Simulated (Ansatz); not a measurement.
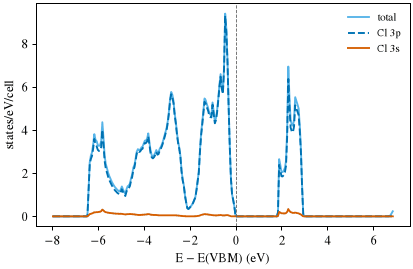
Figure: Total and projected density of states of Cl (molecular I2 type, Cmce), the program Ansatz at the LDA level (PAW)

### Question
Which orbitals carry the states next to the gap?

### Answer
Top 1 eV of the valence band: Cl 3p 98 %. Bottom 1 eV of the conduction band: Cl 3p 92 %. Projections are on Löwdin-orthogonalised atomic valence shells; empty p or d shells of many metals are not among them.

### Question
Where is the tallest occupied peak in this window, and what makes it?

### Answer
Near -0.4 eV, about 9.4 states/eV per cell; the largest projected share is Cl 3p.

The LDA relaxation kept the symmetry of its start. The substance is a gas or liquid at ambient conditions; this is its low-temperature solid. The volume lies over 15 % below that of the usual cell of this phase: another minimum, or an error of the functional. A crystal of weakly bound molecules computed without a dispersion correction: the cell and the soft elastic constants depend strongly on that.

Potentials: the later of the program's two PAW sets.
